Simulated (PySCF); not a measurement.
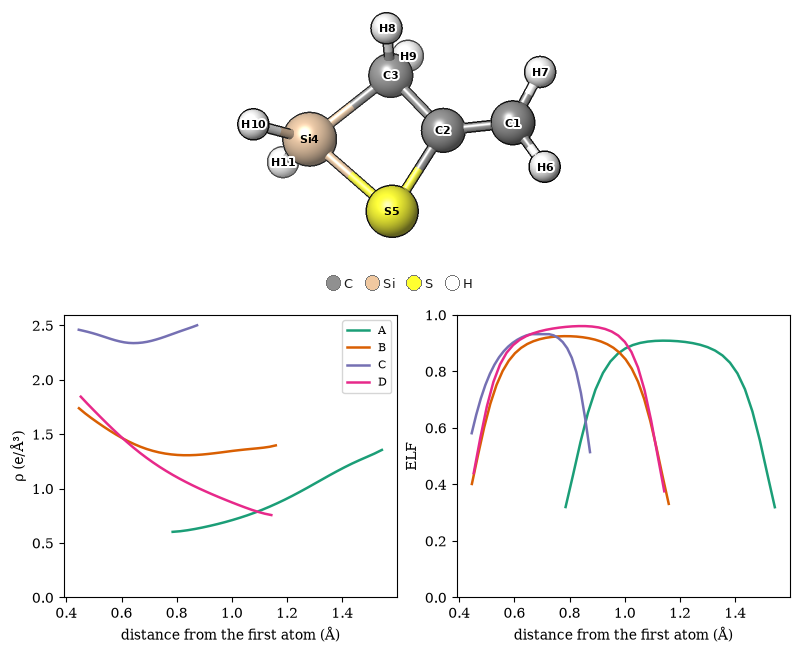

Figure. C$_{3}$H$_{6}$SSi (SMILES C=C1C[SiH2]S1). Total electron density and electron localisation function along straight lines between neighbouring atoms. The curves leave out the atomic cores. The structure is drawn too.

Geometry: GFN2-xTB.

Method: wB97X-D/def2-SVPD, SCF density, gas phase (PySCF).

```
atom    x (Å)    y (Å)    z (Å)
   C   1.9583  -0.5745   0.1158
   C   0.6502  -0.4075   0.0943
   C  -0.1440   0.8320  -0.2265
  Si  -1.8460   0.0168   0.0311
   S  -0.5554  -1.6694   0.4592
   H   2.4035  -1.5210   0.3645
   H   2.6244   0.2393  -0.1179
   H   0.0993   1.6492   0.4540
   H   0.0631   1.1863  -1.2373
   H  -2.5988   0.4419   1.2022
   H  -2.6491  -0.1905  -1.1653
```

Which curve belongs to which contact (C–C, C–S, C–Si and Si–S)? The first atom named is at distance zero.

Answer. Curve A: Si–S (2.17 Å): ρ at the midpoint is about 0.78 e/Å³; the ELF peaks at about 0.90 between the atoms: a covalent bond. Curve B: C–S (1.78 Å): the density is about 1.3 e/Å³ at the midpoint; the ELF peaks at about 0.90 between the atoms; localised, covalent bonding. Curve C: C–C (1.32 Å): ρ at the midpoint is about 2.3 e/Å³; the ELF peaks at about 0.95 between the atoms (a short, multiple covalent bond). Curve D: C–Si (1.90 Å): ρ is about 0.92 e/Å³ halfway; the ELF peaks at about 0.95 between the atoms: a covalent bond.
